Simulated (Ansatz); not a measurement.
**Cadmium, bcc under PBEsol: structure, energy and stiffness**

What does PBEsol give for cadmium in the bcc structure? We relax it, solve it on a dense k-mesh, then scale the cell to 7 volumes from 88 to 112 % of the relaxed one and try a fit of the equation of state. Spin polarisation is left out. The k-meshes are 13×13×13 for the relaxation; 21×21×21 for the dense run; 14×14×14 for the volumes.

This is Cd in the bcc structure; at room conditions it is hcp.

Computed with Ansatz 0.2.0 (DFT PBEsol, plane waves (420 eV) with PAW, scalar-relativistic; PAW files made under PBE, frozen cores solved again for the functional, unless a step says otherwise).

### Step 1. Starting point

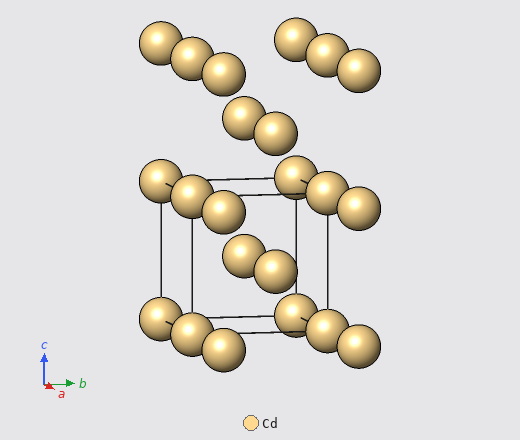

The structure, seen slightly off an axis (cadmium orange). 2×1×2 conventional cells are drawn; the run uses a primitive one. Any atoms on the faces are drawn again on the opposite ones.

Structure file:

```cif
data_structure
_symmetry_space_group_name_H-M 'Im-3m'
_symmetry_Int_Tables_number 229
_cell_length_a 3.5080
_cell_length_b 3.5080
_cell_length_c 3.5080
_cell_angle_alpha 90.000
_cell_angle_beta 90.000
_cell_angle_gamma 90.000
_cell_volume 43.17
loop_
_atom_site_label
_atom_site_type_symbol
_atom_site_symmetry_multiplicity
_atom_site_Wyckoff_symbol
_atom_site_fract_x
_atom_site_fract_y
_atom_site_fract_z
_atom_site_occupancy
Cd1 Cd 2 a 0.00000 0.00000 0.00000 1
```

### Step 2. Relaxing cell and atoms

input.yaml reads:

```yaml
crystal:
  lattice:
    - [-1.7540139848, 1.7540139848, 1.7540139848]
    - [1.7540139848, -1.7540139848, 1.7540139848]
    - [1.7540139848, 1.7540139848, -1.7540139848]
  atoms:
    - { symbol: Cd, position: [0.0, 0.0, 0.0] }
hamiltonian:
  xc: pbesol
  pseudopotentials:
    kind: paw
    azcp:
      Cd: "pseudopotentials/Cd.paw.azcp"
basis:
  ecutwfc: 420
  fft_grid_basis: typed
kpoints:
  mp_grid: { grid: [13, 13, 13], shift: [0, 0, 0] }
magnetization:
  spin_polarized: false
scf:
  occupations: { method: fermi_dirac, width: 0.1 }
relax:
  max_steps: 60
  f_tol: 0.01
  cell: {}
```

The program printed, cut to the lines that bear on the results:

```text
Warning: <dir> the record states the generating functional pbe (its physics header spells it `PBE`), which answers neither for hamiltonian.xc's functional nor for the pbesol family's — results may be inconsistent (PPs are generated against a specific XC)
Warning: RAYON_NUM_THREADS=2 ignored (pool sized by the plan → 2); use --threads N
[...]
Pseudopotentials: kind: paw
Pseudopotential: Cd, paw, valence charge 20, recommended cutoff 420 eV (normal), <dir>
Functional definition: PBEsol
[...]
Crystal: 1 atoms, lattice volume = 21.585 Å³
Basis set: ecut = 420 eV, 429 PW (Γ), exchange–correlation on 48×48×48 points (8 copies of the dense FFT grid, shifted against one another)
Bands: 14, of which v1, the nominal top of the filled ones, is band 10 counted from 1 (9 counted from 0)
Symmetry: 48 space group operations
Space group: Im-3m (ITA 229), of the structure as read, at distance tolerance 2.8e-5 Å
k-points: 84 of 2197
[...]
SCF iter   1: F=—  HF=-8183.994928 eV  |F-HF|=—  |Δ(HF+E_count)|=         —  Δρ=5.51e-3  dr2=5.18e-3  ethr=1.77e-3  ⟨swp⟩=5.0  Hψ=5885  notcnv=0
[...]
relax step   1: F+E_penalty+E_count = -8183.99323142 eV  Δ(F+E_penalty+E_count) = +0.000e0 eV  max|allowed force component| = 0.000e0 eV/Å  Δτ_max = 0.0000 Å  P = -0.540 GPa  Ω = 21.585 Å³  (6 SCF iters, dr2 threshold 1.00e-7 eV, accepted)
[...]
relax step   2: F+E_penalty+E_count = -8183.99366680 eV  Δ(F+E_penalty+E_count) = -4.354e-4 eV  max|allowed force component| = 0.000e0 eV/Å  Δτ_max = 0.0000 Å  P = +0.036 GPa  Ω = 21.349 Å³  energy of the carried Pulay correction = +5.956e-5 eV  (4 SCF iters, dr2 threshold 1.00e-7 eV, accepted)
[...]
relax step   3: F+E_penalty+E_count = -8183.99360535 eV  Δ(F+E_penalty+E_count) = +6.145e-5 eV  max|allowed force component| = 0.000e0 eV/Å  Δτ_max = 0.0000 Å  P = +0.038 GPa  Ω = 21.349 Å³  stress off target by 3.80e-2 GPa  SCF on the basis re-selected at this cell (its energy is not [...]
SCF converged after 5 iterations
Free energy (F): -8183.993605 eV
[...]
E sigma→0 (E₀):  -8183.987629 eV
Entropy (-TS):   -0.011953 eV (-11.953 meV/atom)
Fermi energy:    14.794495 eV
[...]
--- Forces (eV/Å), atoms counted from 1 ---
  atom   1  Cd    -0.00000000    -0.00000000    -0.00000000
[...]
--- Stress (GPa, compression-positive) ---
        0.037968       0.000000       0.000000
        0.000000       0.037968      -0.000000
        0.000000       0.000000       0.037968
  P = ⅓ Tr σ = 0.0380 GPa (0.380 kbar)
--- Relaxed structure (2 steps of the walk, 2 accepted, 1 SCFs on fresh bases) ---
  F+E_penalty+E_count = -8183.99360535 eV   max|allowed force component| = 0.000e0 eV/Å   (the final SCF, on the basis selected at the relaxed cell)
  cell:  # Å, volume = 21.3494 Å³
    - [-1.747600530386746, 1.747600530386746, 1.747600530386746]
    - [1.747600530386746, -1.747600530386746, 1.747600530386746]
    - [1.747600530386746, 1.747600530386746, -1.747600530386746]
  atoms:
    - { symbol: Cd, position: [0.0, 0.0, 0.0] }
```

Wall time 1.8 s (2 threads of Arm Neoverse V2, shared host); peak memory 0.29 GiB.

The walk, from the log:

| step | energy change (meV/atom) | largest force (eV/Å) | pressure (GPa) | volume (Å³/atom) |
| --- | --- | --- | --- | --- |
| 1 | 0.00 | 0.0000 | -0.54 | 21.585 |
| 2 | -0.44 | 0.0000 | 0.04 | 21.349 |
| 3 | -0.37 | 0.0000 | 0.04 | 21.349 |

Steps that repeat a cell are solved on a basis chosen anew, so their changes of energy are no gain of the relaxation.

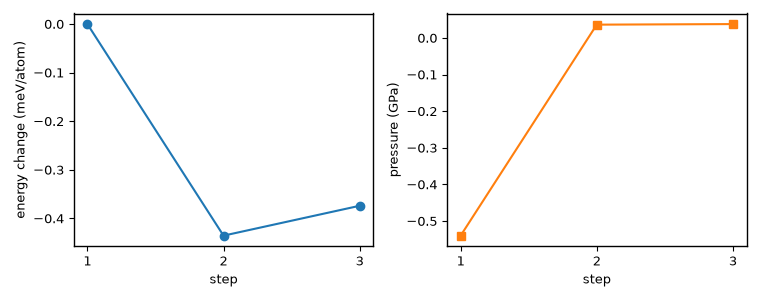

Energy and pressure over the accepted steps.

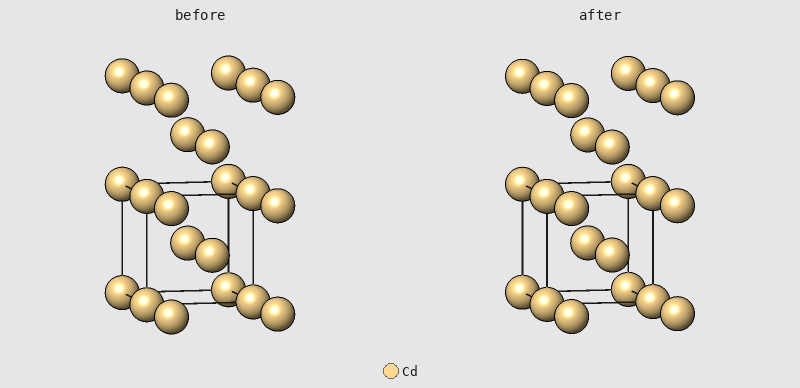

The structure before (left) and after (right), drawn at the same scale. The cells drawn are those of the first picture.

Changes in the cell that was computed:

|  | before | after | change |
| --- | --- | --- | --- |
| a (Å) | 3.038 | 3.027 | -0.4 % |
| b (Å) | 3.038 | 3.027 | -0.4 % |
| c (Å) | 3.038 | 3.027 | -0.4 % |
| volume (Å³/atom) | 21.585 | 21.349 | -1.1 % |
| shortest distance (Å) | 3.038 | 3.027 | -0.4 % |
| space group (spins left aside) | Im-3m | Im-3m | same |

### Step 3. Dense single point

input.yaml reads:

```yaml
crystal:
  lattice:
    - [-1.7476005304, 1.7476005304, 1.7476005304]
    - [1.7476005304, -1.7476005304, 1.7476005304]
    - [1.7476005304, 1.7476005304, -1.7476005304]
  atoms:
    - { symbol: Cd, position: [0.0, 0.0, 0.0] }
hamiltonian:
  xc: pbesol
  pseudopotentials:
    kind: paw
    azcp:
      Cd: "pseudopotentials/Cd.paw.azcp"
basis:
  ecutwfc: 420
  fft_grid_basis: typed
kpoints:
  mp_grid: { grid: [21, 21, 21], shift: [0, 0, 0] }
magnetization:
  spin_polarized: false
scf:
  occupations: { method: fermi_dirac, width: 0.1 }
output:
  write_density: true
  write_potential: true
  elf: true
  volumetric_format: npy
```

The program printed, cut to the lines that bear on the results:

```text
Warning: <dir> the record states the generating functional pbe (its physics header spells it `PBE`), which answers neither for hamiltonian.xc's functional nor for the pbesol family's — results may be inconsistent (PPs are generated against a specific XC)
Warning: RAYON_NUM_THREADS=2 ignored (pool sized by the plan → 2); use --threads N
[...]
[... 3 set-up lines as earlier in the session ...]
[...]
Crystal: 1 atoms, lattice volume = 21.349 Å³
Basis set: ecut = 420 eV, 429 PW (Γ)
Bands: 14, of which v1, the nominal top of the filled ones, is band 10 counted from 1 (9 counted from 0)
[... 2 set-up lines as earlier in the session ...]
k-points: 286 of 9261
[...]
SCF iter   1: F=—  HF=-8183.992703 eV  |F-HF|=—  |Δ(HF+E_count)|=         —  Δρ=5.56e-3  dr2=5.29e-3  ethr=1.77e-3  ⟨swp⟩=5.1  Hψ=20106  notcnv=0
[...]
SCF iter   6: F=-8183.990963 eV  HF=-8183.990963 eV  |F-HF|=1.95e-10  |Δ(HF+E_count)|=  1.18e-10  Δρ=2.47e-6  dr2=8.25e-10  ethr=1.63e-10  ⟨swp⟩=1.0  Hψ=10834  notcnv=0
[...]
SCF converged after 6 iterations
Free energy (F): -8183.990963 eV
[...]
E sigma→0 (E₀):  -8183.984435 eV
Entropy (-TS):   -0.013056 eV (-13.056 meV/atom)
Fermi energy:    14.765944 eV
[...]
--- Band table (eV; the first three rows and the last of 286) ---
  k-point 0: bands = ["-88.1863", "-49.2461", "-49.2461", "-49.2461", "5.4650", "5.4650", "5.4650", "5.6961", "6.1545", "6.1545", "29.5655", "29.5655", "29.5655", "31.3735"]
[...]
```

Wall time 2.1 s (2 threads of Arm Neoverse V2, shared host); peak memory 0.34 GiB.

Axes a, b and c in the maps are those of this run's conventional cell (a, b, c = 3.495, 3.495, 3.495 Å).

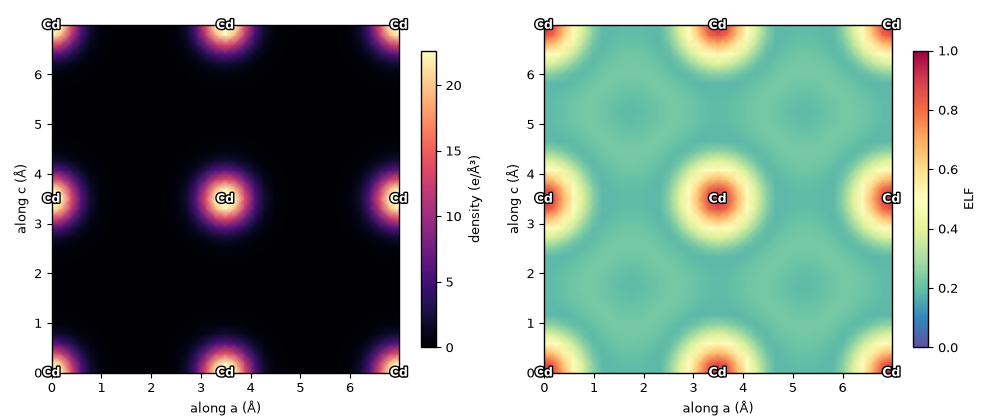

Density (left) and ELF (right) in a lattice plane of the grid's cell (edges 3.50 and 3.50 Å, at 0.000 of the third edge), which holds Cd. Only atoms in the plane are labelled; the density scale stops at 22.64 e/Å³. Both are smooth fields of the valence electrons: close to the nuclei they are not physical.

### Step 4. The cell scaled to 88 % of its volume

input.yaml reads:

```yaml
crystal:
  lattice:
    - [-1.6746975767, 1.6746975767, 1.6746975767]
    - [1.6746975767, -1.6746975767, 1.6746975767]
    - [1.6746975767, 1.6746975767, -1.6746975767]
  atoms:
    - { symbol: Cd, position: [0.0, 0.0, 0.0] }
hamiltonian:
  xc: pbesol
  pseudopotentials:
    kind: paw
    azcp:
      Cd: "pseudopotentials/Cd.paw.azcp"
basis:
  ecutwfc: 420
  fft_grid_basis: typed
kpoints:
  mp_grid: { grid: [14, 14, 14], shift: [0, 0, 0] }
magnetization:
  spin_polarized: false
scf:
  occupations: { method: fermi_dirac, width: 0.1 }
  lower_state_search: "off"
output:
  stress: true
  write_density: true
  write_potential: true
  elf: true
  volumetric_format: npy
```

The program printed, cut to the lines that bear on the results:

```text
Warning: <dir> the record states the generating functional pbe (its physics header spells it `PBE`), which answers neither for hamiltonian.xc's functional nor for the pbesol family's — results may be inconsistent (PPs are generated against a specific XC)
Warning: RAYON_NUM_THREADS=2 ignored (pool sized by the plan → 2); use --threads N
[...]
[... 3 set-up lines as earlier in the session ...]
[...]
Crystal: 1 atoms, lattice volume = 18.788 Å³
Basis set: ecut = 420 eV, 369 PW (Γ)
Bands: 14, of which v1, the nominal top of the filled ones, is band 10 counted from 1 (9 counted from 0)
[... 1 set-up line as earlier in the session ...]
Space group: Im-3m (ITA 229), of the structure as read, at distance tolerance 2.7e-5 Å
k-points: 104 of 2744
[...]
SCF iter   1: F=—  HF=-8183.925055 eV  |F-HF|=—  |Δ(HF+E_count)|=         —  Δρ=6.20e-3  dr2=5.98e-3  ethr=1.77e-3  ⟨swp⟩=4.9  Hψ=7217  notcnv=0
[...]
SCF iter   6: F=-8183.923012 eV  HF=-8183.923012 eV  |F-HF|=2.31e-10  |Δ(HF+E_count)|=   1.13e-9  Δρ=2.37e-6  dr2=5.74e-10  ethr=2.26e-10  ⟨swp⟩=4.4  Hψ=7093  notcnv=0
[...]
SCF converged after 6 iterations
Free energy (F): -8183.923012 eV
[...]
E sigma→0 (E₀):  -8183.916587 eV
Entropy (-TS):   -0.012849 eV (-12.849 meV/atom)
Fermi energy:    17.525147 eV
[...]
--- Stress (GPa, compression-positive) ---
        9.696150       0.000000      -0.000000
        0.000000       9.696150       0.000000
        0.000000      -0.000000       9.696150
  P = ⅓ Tr σ = 9.6961 GPa (96.961 kbar)
--- Band table (eV; the first three rows and the last of 104) ---
  k-point 0: bands = ["-85.8650", "-46.9094", "-46.9094", "-46.9094", "7.2937", "7.6595", "7.6595", "7.6595", "8.5457", "8.5457", "32.5526", "32.5526", "32.5526", "35.9602"]
[...]
```

Wall time 0.86 s (2 threads of Arm Neoverse V2, shared host); peak memory 0.27 GiB.

### Step 5. The cell scaled to 92 % of its volume

Changes to input.yaml since step 4:

```diff
@@ -2,5 +2,5 @@
   lattice:
-    - [-1.6746975767, 1.6746975767, 1.6746975767]
-    - [1.6746975767, -1.6746975767, 1.6746975767]
-    - [1.6746975767, 1.6746975767, -1.6746975767]
+    - [-1.6996967485, 1.6996967485, 1.6996967485]
+    - [1.6996967485, -1.6996967485, 1.6996967485]
+    - [1.6996967485, 1.6996967485, -1.6996967485]
   atoms:
@@ -25,5 +25 @@
   stress: true
-  write_density: true
-  write_potential: true
-  elf: true
-  volumetric_format: npy
```

The program printed, cut to the lines that bear on the results:

```text
Warning: <dir> the record states the generating functional pbe (its physics header spells it `PBE`), which answers neither for hamiltonian.xc's functional nor for the pbesol family's — results may be inconsistent (PPs are generated against a specific XC)
Warning: RAYON_NUM_THREADS=2 ignored (pool sized by the plan → 2); use --threads N
[...]
[... 3 set-up lines as earlier in the session ...]
[...]
Crystal: 1 atoms, lattice volume = 19.641 Å³
Basis set: ecut = 420 eV, 381 PW (Γ)
Bands: 14, of which v1, the nominal top of the filled ones, is band 10 counted from 1 (9 counted from 0)
[... 2 set-up lines as earlier in the session ...]
k-points: 104 of 2744
[...]
SCF iter   1: F=—  HF=-8183.965020 eV  |F-HF|=—  |Δ(HF+E_count)|=         —  Δρ=5.95e-3  dr2=5.73e-3  ethr=1.77e-3  ⟨swp⟩=5.0  Hψ=7250  notcnv=0
[...]
SCF iter   6: F=-8183.963083 eV  HF=-8183.963083 eV  |F-HF|=2.70e-10  |Δ(HF+E_count)|=  9.77e-10  Δρ=2.37e-6  dr2=6.39e-10  ethr=2.56e-10  ⟨swp⟩=2.1  Hψ=4690  notcnv=0
[...]
SCF converged after 6 iterations
Free energy (F): -8183.963083 eV
[...]
E sigma→0 (E₀):  -8183.956495 eV
Entropy (-TS):   -0.013177 eV (-13.177 meV/atom)
Fermi energy:    16.509114 eV
[...]
--- Stress (GPa, compression-positive) ---
        5.527831      -0.000000      -0.000000
       -0.000000       5.527831       0.000000
        0.000000       0.000000       5.527831
  P = ⅓ Tr σ = 5.5278 GPa (55.278 kbar)
```

Wall time 0.76 s (2 threads of Arm Neoverse V2, shared host); peak memory 0.27 GiB.

[end of part 1 of 2]
